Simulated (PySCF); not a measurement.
# [Tm(H2O)]3+: other functionals and bases at one geometry

Aim: see how levels, charges and forces of [Tm(H2O)]3+ depend on the level of theory. It is a constructed species; whether it can be made isn't addressed.

Computed with PySCF 2.14.0. Level: several levels, as the steps say, no spin–orbit coupling.

3 further runs of the same task are left out: 2 for a known fault of the program, 1 set aside as unsound or not needed.

## Step 1: Starting geometry

4 atoms, charge 3, spin multiplicity 1.

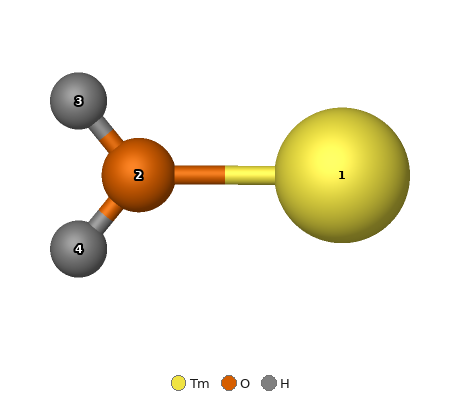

The structure; thulium yellow, oxygen orange, hydrogen grey; atoms are numbered from 1 in the order of the file.

Coordinates:

```xyz
4

Tm    0.00000    0.00000   -0.05896
O     0.00000    0.00000    2.08199
H     0.78212    0.00000    2.71639
H    -0.78212    0.00000    2.71639
```

Formal oxidation states: Tm +3. Each metal's 12 4f electrons lie in its core potential, so multiplicities, spins and levels count the valence alone. An earlier session relaxed this geometry at r2SCAN, Tm lcecp-1-SVP with ECP58, O def2-SVP, H def2-SVP (singlet, point group C2v).

At r2SCAN on the finer grid: E = -113.807466 Eh, HOMO -27.07 eV, LUMO -21.09 eV, Mulliken charge on Tm1 +2.54 e, largest force component 0.005 eV/Å. 

Levels to run: PBE0; TPSS; BLYP; BP86; r2SCAN, TZVP. Hardware: 2 threads of Arm Neoverse V1, shared host.

## Step 2: PBE0

File run.py (the lines that set the calculation):

```python
mol = gto.M(atom='''
Tm     0.00000     0.00000    -0.05896
O      0.00000     0.00000     2.08199
H      0.78212     0.00000     2.71639
H     -0.78212     0.00000     2.71639''',
    basis={'Tm': 'lcecp-1-SVP', 'O': 'def2-SVP', 'H': 'def2-SVP'},
    ecp={'Tm': 'lcecp-1-SVP'},
    charge=3, spin=0)
mf = dft.RKS(mol, xc='PBE0')
mf.grids.atom_grid = (75, 302)  # f atoms: unpruned, at least (60, 302)
mf = mf.density_fit()  # fitting sets: Tm AutoAux, O def2-universal-JKFIT, H def2-universal-JKFIT
mf.conv_tol = 1e-08; mf.max_cycle = 55
mf.kernel(dm0)  # dm0: the density of the relaxed state
```

Launch:

```sh
$ OMP_NUM_THREADS=2 python run.py
```

Output:

```text
init E= -113.737187165464
  HOMO = -1.04543927904941  LUMO = -0.762186096979274  gap/eV = 7.70771
cycle= 1 E= -113.737470576098  delta_E= -0.000283  |g|= 0.00716  |ddm|= 0.05
  HOMO = -1.0468361803265  LUMO = -0.76503864834901  gap/eV = 7.66810
cycle= 2 E= -113.737476496188  delta_E= -5.92e-06  |g|= 0.00557  |ddm|= 0.0122
  HOMO = -1.04557021114492  LUMO = -0.764591777923097  gap/eV = 7.64581
cycle= 3 E= -113.73748086547  delta_E= -4.37e-06  |g|= 0.00227  |ddm|= 0.00431
  HOMO = -1.04601455060298  LUMO = -0.764368230708154  gap/eV = 7.66399
cycle= 4 E= -113.737481939933  delta_E= -1.07e-06  |g|= 0.000244  |ddm|= 0.00185
  HOMO = -1.04598147845553  LUMO = -0.764392968279103  gap/eV = 7.66241
cycle= 5 E= -113.737481952772  delta_E= -1.28e-08  |g|= 3.42e-05  |ddm|= 0.000231
  HOMO = -1.04597622878143  LUMO = -0.764397950395968  gap/eV = 7.66214
cycle= 6 E= -113.737481953102  delta_E= -3.3e-10  |g|= 4.37e-06  |ddm|= 5.43e-05
  HOMO = -1.04597665096665  LUMO = -0.764398003978185  gap/eV = 7.66215
Extra cycle  E= -113.737481953107  delta_E= -5.43e-12  |g|= 2.01e-06  |ddm|= 6.9e-06
converged SCF energy = -113.737481953107
```

It took 2.3 s on 2 threads of Arm Neoverse V1, shared host.

Read off: E = -113.737482 Eh, HOMO -28.46 eV, LUMO -20.80 eV, Mulliken charge on Tm1 +2.54 e, largest force component 0.133 eV/Å. 

## Step 3: TPSS

run.py (the lines that set the calculation), as its differences from that of step 2:

```diff
@@ -8,3 +8,3 @@
     charge=3, spin=0)
-mf = dft.RKS(mol, xc='PBE0')
+mf = dft.RKS(mol, xc='TPSS')
 mf.grids.atom_grid = (75, 302)  # f atoms: unpruned, at least (60, 302)
```

Launch:

```sh
$ OMP_NUM_THREADS=2 python run.py
```

Output:

```text
init E= -113.833035954154
  HOMO = -0.980511875255814  LUMO = -0.796826381774073  gap/eV = 4.99834
cycle= 1 E= -113.83343573653  delta_E= -0.0004  |g|= 0.0299  |ddm|= 0.0956
  HOMO = -0.997107294509679  LUMO = -0.792955069975599  gap/eV = 5.55526
cycle= 2 E= -113.832653386857  delta_E= 0.000782  |g|= 0.0695  |ddm|= 0.079
  HOMO = -0.987450581157919  LUMO = -0.794574400688768  gap/eV = 5.24843
cycle= 3 E= -113.833663472403  delta_E= -0.00101  |g|= 0.00366  |ddm|= 0.0465
  HOMO = -0.986828392557086  LUMO = -0.795172752743971  gap/eV = 5.21522
cycle= 4 E= -113.833668176935  delta_E= -4.7e-06  |g|= 0.000373  |ddm|= 0.00495
  HOMO = -0.98675235513992  LUMO = -0.795142461088927  gap/eV = 5.21397
cycle= 5 E= -113.833668202857  delta_E= -2.59e-08  |g|= 3.28e-05  |ddm|= 0.000278
  HOMO = -0.986755025035951  LUMO = -0.795140510996483  gap/eV = 5.21410
cycle= 6 E= -113.833668203091  delta_E= -2.34e-10  |g|= 7.3e-06  |ddm|= 3.27e-05
  HOMO = -0.986757144236247  LUMO = -0.795139474796804  gap/eV = 5.21418
Extra cycle  E= -113.833668203074  delta_E= 1.67e-11  |g|= 1.2e-05  |ddm|= 1.54e-05
converged SCF energy = -113.833668203074
```

Run time: 3.9 s. Hardware: 2 threads of Arm Neoverse V1, shared host.

Read off: E = -113.833668 Eh, HOMO -26.85 eV, LUMO -21.64 eV, Mulliken charge on Tm1 +2.50 e, largest force component 0.287 eV/Å. 

## Step 4: BLYP

run.py (the lines that set the calculation), as its differences from that of step 3:

```diff
@@ -8,3 +8,3 @@
     charge=3, spin=0)
-mf = dft.RKS(mol, xc='TPSS')
+mf = dft.RKS(mol, xc='BLYP')
 mf.grids.atom_grid = (75, 302)  # f atoms: unpruned, at least (60, 302)
```

Launch:

```sh
$ OMP_NUM_THREADS=2 python run.py
```

Output:

```text
init E= -113.779956943396
  HOMO = -0.971975508208633  LUMO = -0.809678462000526  gap/eV = 4.41633
cycle= 1 E= -113.781343782273  delta_E= -0.00139  |g|= 0.0428  |ddm|= 0.185
  HOMO = -0.998422078519845  LUMO = -0.803343984629888  gap/eV = 5.30835
cycle= 2 E= -113.779245935849  delta_E= 0.0021  |g|= 0.112  |ddm|= 0.135
  HOMO = -0.984249392709891  LUMO = -0.805935052726645  gap/eV = 4.85218
cycle= 3 E= -113.781893504974  delta_E= -0.00265  |g|= 0.00981  |ddm|= 0.0734
  HOMO = -0.982611128729268  LUMO = -0.807369087665264  gap/eV = 4.76858
cycle= 4 E= -113.781928877367  delta_E= -3.54e-05  |g|= 0.00122  |ddm|= 0.0136
  HOMO = -0.982381757113913  LUMO = -0.807289107521306  gap/eV = 4.76451
cycle= 5 E= -113.78192916137  delta_E= -2.84e-07  |g|= 8.1e-05  |ddm|= 0.00089
  HOMO = -0.982378822693136  LUMO = -0.807289904221507  gap/eV = 4.76441
cycle= 6 E= -113.781929162717  delta_E= -1.35e-09  |g|= 1.1e-05  |ddm|= 7.25e-05
  HOMO = -0.98237874201681  LUMO = -0.807287747406969  gap/eV = 4.76447
Extra cycle  E= -113.78192916273  delta_E= -1.34e-11  |g|= 9.12e-06  |ddm|= 2.13e-05
converged SCF energy = -113.78192916273
```

Run time: 2.5 s. Hardware: 2 threads of Arm Neoverse V1, shared host.

It gives: E = -113.781929 Eh, HOMO -26.73 eV, LUMO -21.97 eV, Mulliken charge on Tm1 +2.47 e, largest force component 0.409 eV/Å. 

## Step 5: BP86

run.py (the lines that set the calculation), as its differences from that of step 4:

```diff
@@ -8,3 +8,3 @@
     charge=3, spin=0)
-mf = dft.RKS(mol, xc='BLYP')
+mf = dft.RKS(mol, xc='B88,P86')
 mf.grids.atom_grid = (75, 302)  # f atoms: unpruned, at least (60, 302)
```

Launch:

```sh
$ OMP_NUM_THREADS=2 python run.py
```

Output:

```text
init E= -113.867109390244
  HOMO = -0.979297184861824  LUMO = -0.804430119965719  gap/eV = 4.75838
cycle= 1 E= -113.867269913883  delta_E= -0.000161  |g|= 0.0594  |ddm|= 0.147
  HOMO = -1.01033207797326  LUMO = -0.797239062517723  gap/eV = 5.79856
cycle= 2 E= -113.863921282659  delta_E= 0.00335  |g|= 0.143  |ddm|= 0.156
  HOMO = -0.991194448457566  LUMO = -0.800426771753434  gap/eV = 5.19105
cycle= 3 E= -113.868125664423  delta_E= -0.0042  |g|= 0.00739  |ddm|= 0.0941
  HOMO = -0.990046696967262  LUMO = -0.801641572860933  gap/eV = 5.12676
cycle= 4 E= -113.868145046923  delta_E= -1.94e-05  |g|= 0.000761  |ddm|= 0.0101
  HOMO = -0.989891579574138  LUMO = -0.801592037315233  gap/eV = 5.12389
cycle= 5 E= -113.868145127284  delta_E= -8.04e-08  |g|= 7.95e-05  |ddm|= 0.000575
  HOMO = -0.989896375043422  LUMO = -0.80158489043234  gap/eV = 5.12422
cycle= 6 E= -113.868145128718  delta_E= -1.43e-09  |g|= 1.55e-05  |ddm|= 8.35e-05
  HOMO = -0.989901108593717  LUMO = -0.80158293945179  gap/eV = 5.12440
Extra cycle  E= -113.868145128604  delta_E= 1.14e-10  |g|= 2.86e-05  |ddm|= 3.37e-05
converged SCF energy = -113.868145128604
```

Run time: 1.8 s. Hardware: 2 threads of Arm Neoverse V1, shared host.

It gives: E = -113.868145 Eh, HOMO -26.94 eV, LUMO -21.81 eV, Mulliken charge on Tm1 +2.48 e, largest force component 0.489 eV/Å. 

## Step 6: r2SCAN, TZVP

Basis: Tm lcecp-1-TZVP with ECP58, O def2-TZVP, H def2-TZVP. 

File run.py (the lines that set the calculation):

```python
mol = gto.M(atom='''
Tm     0.00000     0.00000    -0.05896
O      0.00000     0.00000     2.08199
H      0.78212     0.00000     2.71639
H     -0.78212     0.00000     2.71639''',
    basis={'Tm': 'lcecp-1-TZVP', 'O': 'def2-TZVP', 'H': 'def2-TZVP'},
    ecp={'Tm': 'lcecp-1-TZVP'},
    charge=3, spin=0)
mf = dft.RKS(mol, xc='R2SCAN')
mf.grids.atom_grid = (75, 302)  # f atoms: unpruned, at least (60, 302)
mf = mf.density_fit()  # fitting sets: Tm AutoAux, O def2-universal-JKFIT, H def2-universal-JKFIT
mf.conv_tol = 1e-08; mf.max_cycle = 55
mf.kernel(dm0)  # dm0: free metal ions and neutral atoms
```

Launch:

```sh
$ OMP_NUM_THREADS=2 python run.py
```

Output:

```text
init E= -104.014676565927
  HOMO = -1.77602472911067  LUMO = -1.08102359764329  gap/eV = 18.91194
cycle= 1 E= -111.104070677588  delta_E= -7.09  |g|=  4.5  |ddm|= 2.42
  HOMO = -0.803596661910796  LUMO = -0.800035523988819  gap/eV = 0.09690
cycle= 2 E= -99.1347661152166  delta_E=   12  |g|= 4.71  |ddm|=  3.7
  HOMO = -1.17682164356538  LUMO = -1.07536247882806  gap/eV = 2.76084
cycle= 3 E= -112.645448208342  delta_E= -13.5  |g|= 2.37  |ddm|= 3.83
  HOMO = -1.31841013725501  LUMO = -0.726975315296333  gap/eV = 16.09376
cycle= 4 E= -113.66153032242  delta_E= -1.02  |g|= 1.08  |ddm|= 1.51
  HOMO = -0.938315148233563  LUMO = -0.783409820709457  gap/eV = 4.21519
cycle= 5 E= -113.855837858878  delta_E= -0.194  |g|= 0.495  |ddm|= 0.893
  HOMO = -0.993488566090036  LUMO = -0.773237311601945  gap/eV = 5.99334
cycle= 6 E= -113.901906681557  delta_E= -0.0461  |g|= 0.052  |ddm|= 0.278
  HOMO = -0.994157991774973  LUMO = -0.780797112734572  gap/eV = 5.80585
cycle= 7 E= -113.902494040455  delta_E= -0.000587  |g|= 0.01  |ddm|= 0.0484
  HOMO = -0.993370041877142  LUMO = -0.779353903349973  gap/eV = 5.82368
cycle= 8 E= -113.902514108686  delta_E= -2.01e-05  |g|= 0.00128  |ddm|= 0.00731
  HOMO = -0.993288893414654  LUMO = -0.779604650002258  gap/eV = 5.81464
cycle= 9 E= -113.902514551588  delta_E= -4.43e-07  |g|= 0.000317  |ddm|= 0.00115
  HOMO = -0.993340855056381  LUMO = -0.779595649937486  gap/eV = 5.81630
cycle= 10 E= -113.902514575643  delta_E= -2.41e-08  |g|= 2.04e-05  |ddm|= 0.000216
  HOMO = -0.993342554110143  LUMO = -0.77959248695505  gap/eV = 5.81644
cycle= 11 E= -113.902514575729  delta_E= -8.68e-11  |g|= 1.5e-06  |ddm|= 1.58e-05
  HOMO = -0.993342985149425  LUMO = -0.779592688793902  gap/eV = 5.81644
Extra cycle  E= -113.902514575729  delta_E= 6.54e-13  |g|= 2.09e-06  |ddm|= 1.59e-06
converged SCF energy = -113.902514575729
```

It took 7.9 s on 2 threads of Arm Neoverse V1, shared host.

Result: E = -113.902515 Eh, HOMO -27.03 eV, LUMO -21.21 eV, Mulliken charge on Tm1 +2.63 e, largest force component 0.363 eV/Å. 

## Step 7: All levels side by side

| level | state | HOMO (eV) | gap (eV) | charge on Tm1 (e) | dipole (D) | largest force (eV/Å) | basis functions | time |
| --- | --- | --- | --- | --- | --- | --- | --- | --- |
| r2SCAN (relaxed here) | singlet | -27.07 | 5.98 | 2.54 | 3.49 | 0.01 | 57 | 8.3 s |
| PBE0 | singlet | -28.46 | 7.66 | 2.54 | 3.44 | 0.13 | 57 | 2.3 s |
| TPSS | singlet | -26.85 | 5.21 | 2.50 | 3.69 | 0.29 | 57 | 3.9 s |
| BLYP | singlet | -26.73 | 4.76 | 2.47 | 3.83 | 0.41 | 57 | 2.5 s |
| BP86 | singlet | -26.94 | 5.12 | 2.48 | 3.78 | 0.49 | 57 | 1.8 s |
| r2SCAN, TZVP | singlet | -27.03 | 5.82 | 2.63 | 3.57 | 0.36 | 90 | 7.9 s |

Times are on 2 threads of Arm Neoverse V1, shared host; the first row also made further properties. The dipole of a charged species depends on the origin, so these sizes hold for this origin alone.

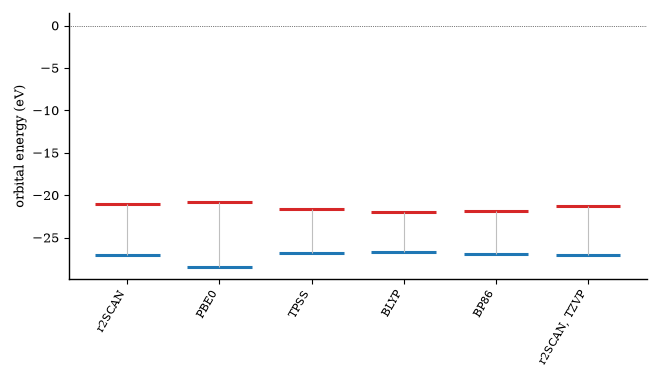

Highest filled and lowest empty level, method by method.

In one basis the HOMO–LUMO gap runs from 4.76 eV (BLYP) to 7.66 eV (PBE0). The largest leftover force, 0.49 eV/Å with BP86, stands at a geometry relaxed at another level. The Mulliken charge on Tm spans +2.47 to +2.63 e over the levels. With 4f in the core, its levels are missing from HOMO and gap. Total energies of different levels can't be compared. Spin–orbit coupling is left out throughout.
